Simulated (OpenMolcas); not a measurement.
**Exact exchange and the vertical energy of the triplet above the singlet of AlGeH4F**

AlGeH4F: 7 atoms, total charge 0, spin state singlet. SMILES: `[F][AlH][GeH3]`. The coordinates come from a PBE0-D4/def2-TZVP relaxation.

The vertical energy of the triplet above the singlet y, in eV, basis def2-SVPD; a is the functional's share of exact exchange. Programs: OpenMolcas 26.06.

| functional | program | a | y (eV) |
| --- | --- | --- | --- |
| BLYP | OpenMolcas | 0 | 4.08 |
| TPSS | OpenMolcas | 0 | 4.08 |
| B3LYP | OpenMolcas | 0.2 | 4.27 |
| PBE0 | OpenMolcas | 0.25 | ? |
| BHLYP | OpenMolcas | 0.5 | 4.48 |

Fit y = c + s·a to the known rows and predict PBE0.


1. Means of the 4 rows: a = 0.1750, y = 4.228.
2. Σ(Δa)² = 0.1675, Σ(Δa·Δy) = 0.13475, so the slope is 0.13475/0.1675 = 0.80448.
3. Intercept: 4.228 − (0.80448) × 0.1750 = 4.087. The largest residual of the fit is 0.022.
4. PBE0: 4.087 + (0.80448) × 0.25 = 4.29 eV.

The run gave 4.17 eV, so the prediction is off by +0.12 eV, more than the largest residual. The rows mix families of semi-local functionals, which the line can't see.

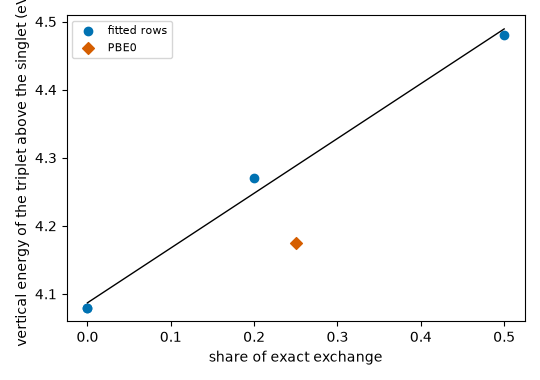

The fitted line, with the withheld row.
